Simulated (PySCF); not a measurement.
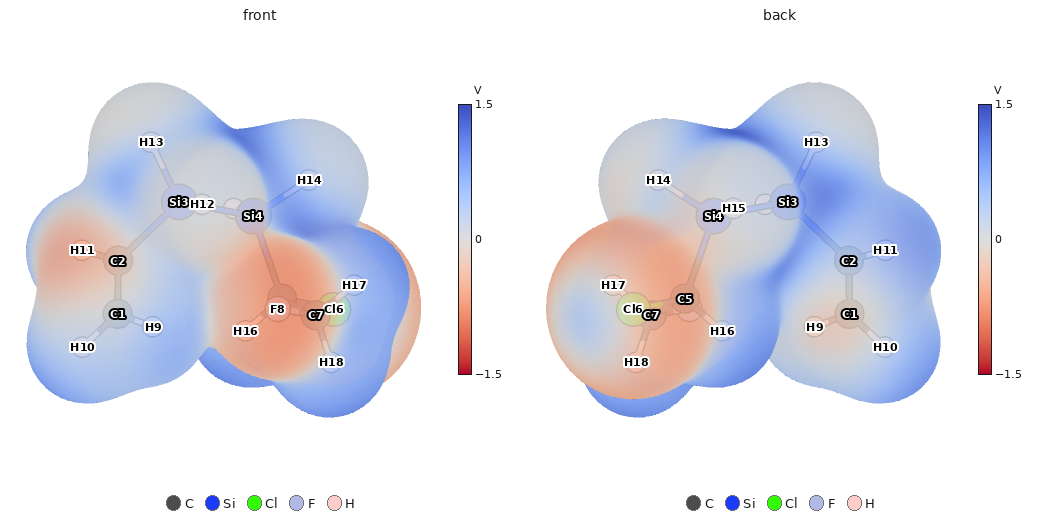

Figure. C₄H₁₀ClFSi₂. The molecular electrostatic potential painted on the density surface at 0.002 e/bohr³, seen from the front and from behind; red is negative and blue positive.

Geometry: GFN2-xTB.

Computed with PySCF 2.14.0, PBE0/pcSseg-1, SCF density, gas phase, non-relativistic.

The calculation's input:

```
{"job": {"kind": "nmr", "xc": "PBE0", "basis": "pcSseg-1"}, "charge": 0, "multiplicity": 1}
C     -2.651908    -0.375255    -0.255161
C     -2.232332     0.776125     0.246645
Si    -0.884436     0.937997     1.556461
Si     1.174792     1.191778     0.511124
C      1.465313    -0.232132    -0.758989
Cl     2.982893     0.083214    -1.645573
C      1.606793    -1.598721    -0.121266
F      0.453223    -1.910640     0.560495
H     -2.249600    -1.316016     0.084297
H     -3.412476    -0.435919    -1.020004
H     -2.668476     1.693188    -0.133659
H     -0.956295    -0.208220     2.466196
H     -1.184957     2.144267     2.344224
H      2.357973     1.130559     1.379844
H      1.330271     2.396985    -0.312849
H      0.676732    -0.267560    -1.513057
H      2.422196    -1.612415     0.608442
H      1.761534    -2.390917    -0.862146
```

Command:

```sh
OMP_NUM_THREADS=1 python probes_run.py task.json out
```

Question: Describe the electrostatic potential map.

Answer: The most negative region (about −0.7 V, or −16 kcal/mol for a unit charge) lies over F8, the most positive (about +1.2 V, or +28 kcal/mol for a unit charge) over Si4. Cl6 shows a σ-hole: about +0.3 V at the tip opposite its bond, against about −0.4 V, or −9 kcal/mol for a unit charge on its flanks.

Question: What dipole moment does the calculation give?

Answer: Its dipole moment is 0.86 D.
